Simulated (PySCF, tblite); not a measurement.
# C7H7FS+ (doublet): geometry, infrared bands and EPR parameters

What infrared bands and EPR parameters should C7H7FS+ (doublet) (`C[C+]=[C]CCC(F)=C=S`) show?

The runs use tblite 0.8.0 and PySCF 2.14.0, with density-fitted response routines of our own; the level of theory stands in each step. All values are computed, except where a source is named. Atoms are numbered from 0 throughout.

## Step 1: Starting geometry

16 atoms, charge 1, multiplicity 2; geometry from: force field or distance geometry start.

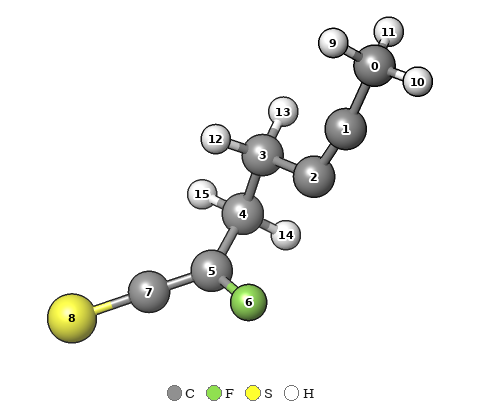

As it starts; carbon grey, fluorine green, sulfur yellow, hydrogen white, atoms numbered.

## Step 2: Relaxing the molecule with GFN2-xTB

The job: settings as JSON, then the geometry in Å.

```
{"job": {"kind": "relax", "xc": "GFN2-xTB", "basis": "xTB"}, "charge": 1, "multiplicity": 2}
C      3.284600     0.241700     0.928700
C      1.872600    -0.206200     0.742300
C      0.627200    -0.417500     0.429300
C     -0.019600     0.512200    -0.568000
C     -1.331400    -0.039000    -1.066800
C     -2.302900    -0.235800     0.034400
F     -1.995600    -1.086500     1.066900
C     -3.452800     0.391600     0.080400
S     -4.883500     1.153500     0.107400
H      3.247600     1.199500     1.501300
H      3.792000    -0.535000     1.524000
H      3.712500     0.388700    -0.052900
H     -0.237100     1.459800    -0.000600
H      0.685800     0.708700    -1.393300
H     -1.232500    -0.997700    -1.590400
H     -1.774500     0.738400    -1.754000
```

On the command line:

```console
$ OMP_NUM_THREADS=1 python probes_run.py task.json out
```

One launch serves the whole session: the jobs run in the order shown.

Output:

```text
step      E/eV     max force
  0    -704.08278    6.377
  1    -704.47628    7.910
  2    -704.81383    3.064
  3    -704.90896    3.174
  4    -705.01714    0.912
  5    -705.08406    0.627
  6    -705.13326    0.698
  7    -705.20318    0.765
  8    -705.25189    0.712
  9    -705.29789    0.557
 10    -705.33920    0.587
 11    -705.38243    0.486
 12    -705.42515    0.492
 13    -705.46538    0.572
 14    -705.50268    0.722
 15    -705.54436    0.793
 16    -705.59376    0.766
 17    -705.64551    0.746
 18    -705.69712    0.787
 19    -705.74751    0.557
 20    -705.78344    0.393
 21    -705.81151    0.411
 22    -705.83648    0.376
 23    -705.85659    0.363
 24    -705.87397    0.361
 25    -705.89135    0.306
 26    -705.90166    0.336
 27    -705.91416    0.298
 28    -705.92183    0.199
 29    -705.92972    0.150
 30    -705.93535    0.197
 31    -705.94579    0.336
 32    -705.95763    0.368
 33    -705.97074    0.302
 34    -705.98323    0.249
 35    -705.99642    0.314
 36    -706.00994    0.276
 37    -706.02105    0.265
 38    -706.02700    0.152
 39    -706.02982    0.194
 40    -706.03151    0.148
 41    -706.03307    0.138
 42    -706.03493    0.091
 43    -706.03669    0.117
 44    -706.03857    0.118
 45    -706.04035    0.120
 46    -706.04182    0.128
 47    -706.04305    0.101
 48    -706.04419    0.088
 49    -706.04521    0.088
 50    -706.04617    0.090
 51    -706.04717    0.103
 52    -706.04828    0.096
 53    -706.04958    0.085
 54    -706.05087    0.088
 55    -706.05186    0.070
 56    -706.05263    0.075
 57    -706.05343    0.065
 58    -706.05428    0.058
 59    -706.05507    0.064
 60    -706.05577    0.064
 61    -706.05651    0.066
 62    -706.05750    0.068
 63    -706.05917    0.112
 64    -706.06185    0.148
 65    -706.06530    0.174
 66    -706.06939    0.185
 67    -706.07385    0.190
 68    -706.07720    0.208
 69    -706.08000    0.185
 70    -706.08386    0.166
 71    -706.08739    0.173
 72    -706.08876    0.081
 73    -706.08954    0.069
 74    -706.09005    0.081
 75    -706.09039    0.062
 76    -706.09080    0.125
 77    -706.09131    0.105
 78    -706.09214    0.056
 79    -706.09243    0.048
 80    -706.09290    0.062
 81    -706.09341    0.074
 82    -706.09388    0.068
 83    -706.09432    0.052
 84    -706.09469    0.051
 85    -706.09502    0.055
 86    -706.09537    0.062
 87    -706.09575    0.047
 88    -706.09610    0.038
 89    -706.09629    0.024
 90    -706.09635    0.020
 91    -706.09639    0.022
 92    -706.09646    0.021
 93    -706.09654    0.021
 94    -706.09661    0.025
 95    -706.09667    0.023
 96    -706.09673    0.025
 97    -706.09684    0.024
 98    -706.09703    0.034
 99    -706.09727    0.039
100    -706.09751    0.038
101    -706.09773    0.039
102    -706.09801    0.049
103    -706.09845    0.056
104    -706.09909    0.074
105    -706.09977    0.065
106    -706.10029    0.047
107    -706.10061    0.043
108    -706.10093    0.057
109    -706.10131    0.079
110    -706.10173    0.059
111    -706.10194    0.044
112    -706.10205    0.031
113    -706.10215    0.024
114    -706.10224    0.052
115    -706.10230    0.021
116    -706.10234    0.014
117    -706.10236    0.010
118    -706.10238    0.009
```

Run time: 0.7 s. Hardware: 1 thread of Arm Neoverse V2, shared host.

Relaxation path: (not every step is listed)

| step | energy from step 0 (eV) | largest force (eV/Å) |
| --- | --- | --- |
| 0 | 0.0000 | 6.3774 |
| 1 | -0.3935 | 7.9097 |
| 2 | -0.7311 | 3.0643 |
| 3 | -0.8262 | 3.1735 |
| 4 | -0.9344 | 0.9124 |
| 5 | -1.0013 | 0.6267 |
| 6 | -1.0505 | 0.6985 |
| 7 | -1.1204 | 0.7647 |
| 8 | -1.1691 | 0.7115 |
| 18 | -1.6143 | 0.7866 |
| 28 | -1.8391 | 0.1991 |
| 38 | -1.9442 | 0.1518 |
| 48 | -1.9614 | 0.0876 |
| 58 | -1.9715 | 0.0580 |
| 68 | -1.9944 | 0.2077 |
| 78 | -2.0094 | 0.0565 |
| 88 | -2.0133 | 0.0383 |
| 98 | -2.0143 | 0.0337 |
| 108 | -2.0181 | 0.0573 |
| 113 | -2.0194 | 0.0240 |
| 114 | -2.0195 | 0.0518 |
| 115 | -2.0195 | 0.0210 |
| 116 | -2.0196 | 0.0137 |
| 117 | -2.0196 | 0.0103 |
| 118 | -2.0196 | 0.0086 |

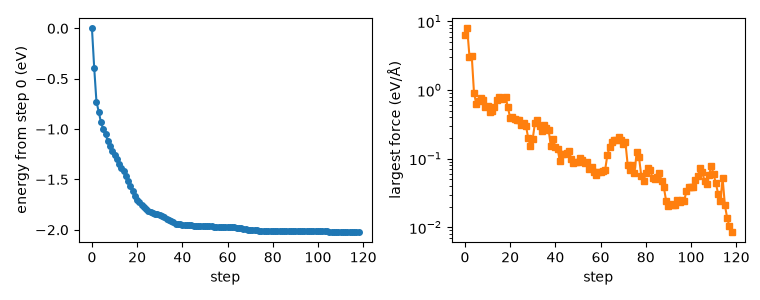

Energy and largest force along the relaxation.

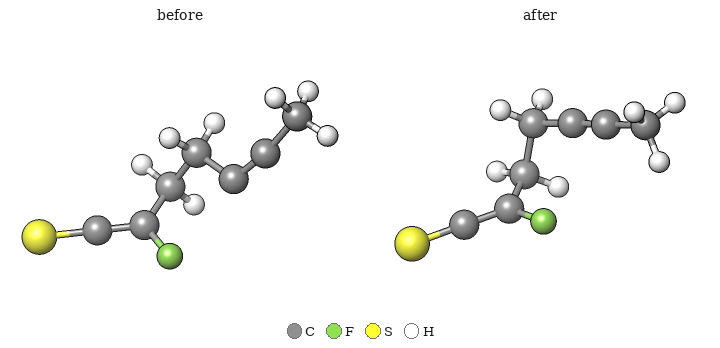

The geometry before (left) and after (right).

Close pairs (by a distance rule), those that changed most:

| bond | before (Å) | after (Å) | change (Å) |
| --- | --- | --- | --- |
| C1–C2 | 1.301 | 1.212 | -0.089 |
| C7–S8 | 1.621 | 1.539 | -0.082 |
| C2–C3 | 1.509 | 1.434 | -0.075 |
| C0–C1 | 1.493 | 1.425 | -0.068 |
| C3–C4 | 1.508 | 1.563 | +0.055 |
| C4–H15 | 1.128 | 1.089 | -0.039 |
| C5–F6 | 1.373 | 1.333 | -0.039 |
| C3–H12 | 1.126 | 1.093 | -0.033 |

The final coordinates are the input of the step that follows.

## Step 3: Harmonic vibrations with GFN2-xTB

The job: settings as JSON, then the geometry in Å.

```
{"job": {"kind": "ir", "xc": "GFN2-xTB", "basis": "xTB"}, "charge": 1, "multiplicity": 2}
C      2.937352    -0.087316     1.254470
C      1.839729     0.312145     0.438151
C      0.923534     0.664809    -0.273044
C     -0.186908     1.041097    -1.099522
C     -1.285487    -0.068375    -1.159938
C     -1.883758    -0.268390     0.180783
F     -1.091375    -0.855714     1.077820
C     -3.094000     0.157043     0.538852
S     -4.527655     0.613324     0.863847
H      3.109774     0.634491     2.052060
H      2.727682    -1.064268     1.696018
H      3.838055    -0.186347     0.645468
H     -0.621314     1.979968    -0.746321
H      0.166687     1.181409    -2.125399
H     -0.810643    -1.000420    -1.475514
H     -2.049272     0.222971    -1.879143
```

Output:

```text
mode    cm-1     km/mol
  1     -16.8      0.69
  2      30.7      1.78
  3      49.0      1.68
  4      92.8      1.03
  5     141.0      1.76
  6     159.0      0.85
  7     227.3      4.28
  8     255.1      1.26
  9     287.1      1.56
 10     315.4      0.91
 11     349.3      1.75
 12     446.9      2.37
 13     520.2      1.02
 14     545.1      0.38
 15     689.6      6.98
 16     753.8     17.99
 17     865.7     85.67
 18     923.2      5.95
 19     939.6     39.20
 20     961.5      1.24
 21     984.1     39.39
 22    1074.3     14.59
 23    1117.1     36.42
 24    1166.0     14.04
 25    1211.6      8.36
 26    1218.5     57.68
 27    1229.9     31.72
 28    1299.2     15.10
 29    1336.6     59.87
 30    1341.6    241.87
 31    1375.7     53.75
 32    1406.6     13.78
 33    1414.2     13.71
 34    1737.6    646.84
 35    2307.4   1367.27
 36    2949.0      4.21
 37    2968.0      5.53
 38    2971.8      6.78
 39    2983.3      1.56
 40    2987.6     67.59
 41    3015.8      8.44
 42    3026.4      0.47
```

It took 0.49 s on 1 thread of Arm Neoverse V2, shared host.

The strongest bands and the atoms that carry them (share of the mass-weighted mode):

| cm⁻¹ | km/mol | atoms |
| --- | --- | --- |
| 866 | 85.7 | H13 23 %, C3 23 %, H12 17 %, C4 11 % |
| 1218 | 57.7 | H12 20 %, H13 17 %, C5 16 %, C2 11 % |
| 1337 | 59.9 | H9 44 %, H10 25 %, H11 18 % |
| 1342 | 241.9 | H11 42 %, H10 37 %, C0 11 % |
| 1376 | 53.8 | H9 36 %, H11 20 %, C0 19 %, H10 16 % |
| 1738 | 646.8 | C7 67 %, C5 27 % |
| 2307 | 1367.3 | C1 49 %, C2 48 % |
| 2988 | 67.6 | H11 72 %, H10 23 % |

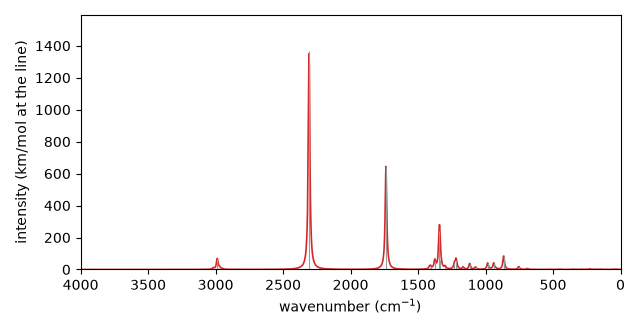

The infrared spectrum from these modes, unscaled. Lines are broadened to a width of 14 cm⁻¹ (Lorentzian).

## Step 4: g tensor and hyperfine couplings: B3LYP/pcH-1

Settings changed since step 3:

```diff
@@ -1,2 +1,2 @@
-{"job": {"kind": "ir", "xc": "GFN2-xTB", "basis": "xTB"}, "charge": 1, "multiplicity": 2}
+{"job": {"kind": "epr", "basis": "pcH-1"}, "charge": 1, "multiplicity": 2}
 C      2.937352    -0.087316     1.254470
```

With the program's defaults for keys left out, this is: UKS B3LYP, pcH-1 on C F H S, non-relativistic, mean-field spin-orbit, GIAO.

Output:

```text
UKS, coarse grid
  cycle   1  E = -768.49703791  |g| = 4.79e-01
  cycle   2  E = -765.00407868  |g| = 1.94e+00
  cycle   3  E = -768.52510258  |g| = 3.86e-01
  cycle   4  E = -768.59867540  |g| = 1.13e-01
  cycle   5  E = -768.59761957  |g| = 1.26e-01
  cycle   6  E = -768.60274729  |g| = 6.61e-02
  cycle   7  E = -768.60553591  |g| = 3.16e-02
  cycle   8  E = -768.60614009  |g| = 1.76e-02
  cycle   9  E = -768.60634062  |g| = 5.94e-03
  cycle  10  E = -768.60636572  |g| = 1.48e-03
  cycle  11  E = -768.60636768  |g| = 6.73e-04
UKS, final grid
  cycle   1  E = -768.60639467  |g| = 1.32e-03
  cycle   2  E = -768.60638624  |g| = 3.76e-03
  cycle   3  E = -768.60639582  |g| = 4.27e-04
  cycle   4  E = -768.60639594  |g| = 1.42e-04
  cycle   5  E = -768.60639596  |g| = 1.41e-04
  cycle   6  E = -768.60639599  |g| = 6.60e-05
  cycle   7  E = -768.60639599  |g| = 2.58e-05
E = -768.60639599 Eh   <S^2> = 0.7547 (exact 0.7500)
g shifts (ppm)      1          2          3
  rmc          -214       -214       -214
  gc             48         -0         53
  oz_so       -5392        407       7547
  total       -5558        192       7386
hyperfine (MHz)  atom isotope    a_iso     a_fc   dipolar eigenvalues
    0   13C      -5.61      -5.63     -1.54     -0.71      2.25
    1   13C       4.85       4.74    -13.52    -11.98     25.51
    2   13C      -2.40      -2.51    -11.13     -7.46     18.59
    3   13C       9.91       9.88     -5.69     -5.18     10.87
    4   13C      -5.30      -5.36     -4.26     -3.71      7.96
    5   13C      18.33      18.41    -25.53    -23.74     49.27
    6   19F      77.44      75.62   -153.91   -138.53    292.44
    7   13C     -17.02     -16.46    -14.41     -2.75     17.16
    8   33S       7.45       8.11    -38.53    -31.40     69.94
    9    1H       1.66       1.66     -1.21     -0.70      1.91
   10    1H      39.72      39.72     -1.92     -0.55      2.47
   11    1H      23.35      23.35     -1.70     -0.87      2.57
   12    1H      -2.85      -2.86     -2.99      0.03      2.95
   13    1H      45.80      45.80     -2.46     -1.80      4.26
   14    1H      22.11      22.11     -2.26     -1.06      3.32
   15    1H       6.26       6.25     -2.50     -0.78      3.28
```

Run time: 1.8 min. Hardware: 1 thread of Arm Neoverse V2, shared host; peak memory 1.1 GiB.

Principal g values 1.99676, 2.00251, 2.00971; g(iso) = 2.00299, against 2.00232 for a free electron.

Mean a(iso) over the nuclei that a row names, and the largest dipolar term of the row (other rows stand at the frozen geometry):

| nuclei | isotope | a(iso) (MHz) | a(iso) (G, at g = 2.0023) | largest dipolar term (MHz) |
| --- | --- | --- | --- | --- |
| F6 | 19F | 77.4 | 27.6 | 292.4 |
| H9, H10, H11 | 1H | 21.6 | 7.7 | 2.6 |
| H12, H13 | 1H | 21.5 | 7.7 | 4.3 |
| C5 | 13C | 18.3 | 6.5 | 49.3 |
| C7 | 13C | -17.0 | -6.1 | 17.2 |
| H14, H15 | 1H | 14.2 | 5.1 | 3.3 |
| C3 | 13C | 9.9 | 3.5 | 10.9 |
| S8 | 33S | 7.5 | 2.7 | 69.9 |
| C0 | 13C | -5.6 | -2.0 | 2.2 |
| C4 | 13C | -5.3 | -1.9 | 8.0 |
| C1 | 13C | 4.9 | 1.7 | 25.5 |
| C2 | 13C | -2.4 | -0.9 | 18.6 |

Mulliken spin populations:

C0 -0.01; C1 0.14; C2 0.09; C3 0.02; C4 0.00; C5 0.26; F6 0.05; C7 0.01; S8 0.38; H9 0.00; H10 0.01; H11 0.01; H12 0.00; H13 0.02; H14 0.01; H15 0.00

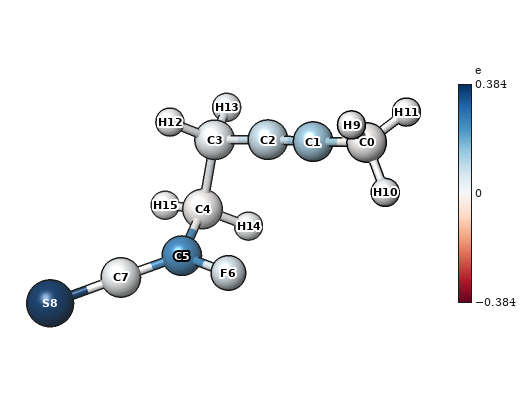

Mulliken spin populations, as colours on the atoms.

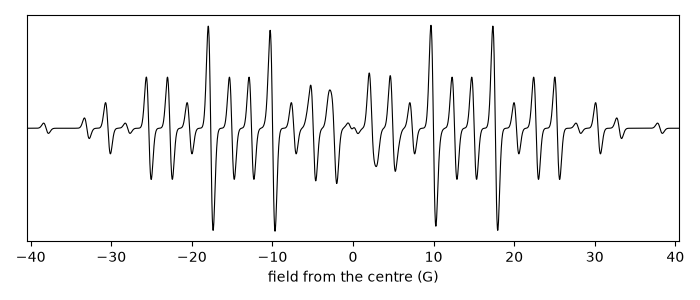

First-order isotropic spectrum (first derivative, main isotopes with spin only, couplings over 0.8 MHz, Gaussian width 0.3 G; couplings of the frozen geometry, rotation of groups not averaged beyond the rows shown).

The fields below are evaluated on a grid from the run's orbitals.

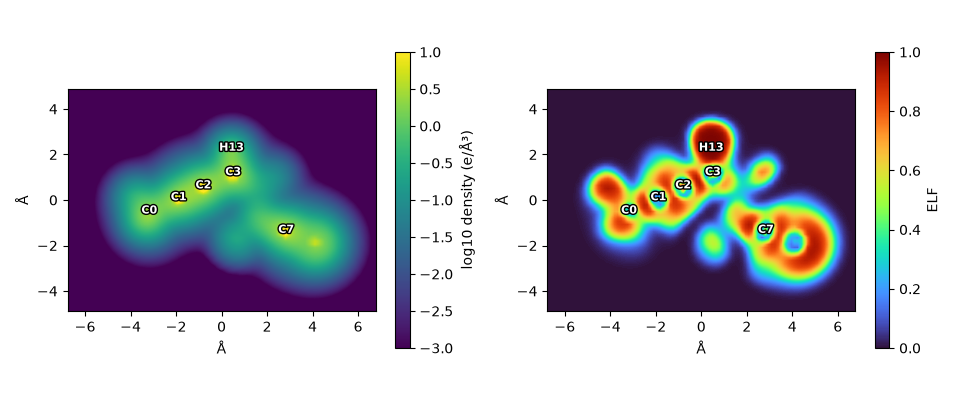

Density (left) and ELF (right) in a plane through or near 6 of the atoms.

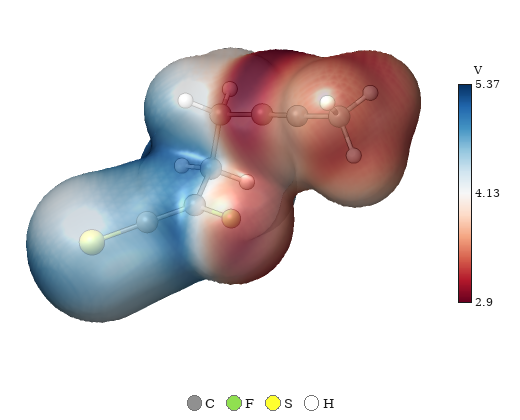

The potential that a unit positive charge feels on the 0.002 e/bohr³ surface, from 2.90 V near C1 to 5.37 V near H15.

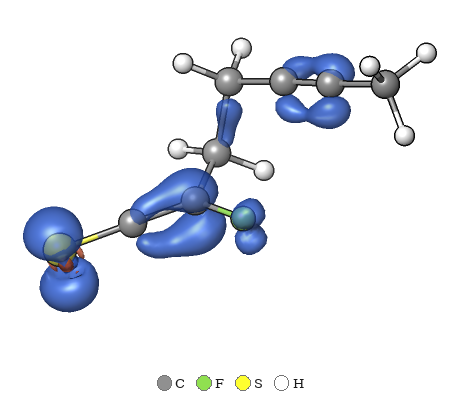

Spin density at ±0.06 e/Å³ (alpha excess blue, beta excess red).

## Step 5: Summary of results

```
                                 quantity                   value
strongest single infrared mode (GFN2-xTB)  2307 cm⁻¹, 1367 km/mol
             zero-point energy (GFN2-xTB)           71.0 kcal/mol
                           g(iso) (B3LYP)                 2.00299
                                     ⟨S²⟩      0.755 (exact 0.75)
       largest a(iso) (averaged by class)     19F on F6, 77.4 MHz
```

What this shows: Relaxing lowered the energy by 2.020 eV in 118 steps; the close pair that moved most is C1–C2, from 1.301 to 1.212 Å. The lowest mode is slightly imaginary (17i cm⁻¹), a soft motion within the noise of the Hessian, so the minimum is not strictly shown. The strongest single mode, at 2307 cm⁻¹, moves mainly C1 and C2. GFN2-xTB is a fitted tight-binding method: band positions and strengths are rough. Its intensities can rank the bands wrongly. The largest share of the spin, 0.38 e, sits on S8. The isotropic g lies 0.7 ppt above the free-electron value. These values are for one conformer; the search (at its own cheap level) found 2 more, at 1.02, 1.48 kcal/mol, and measured spectra average over such forms.
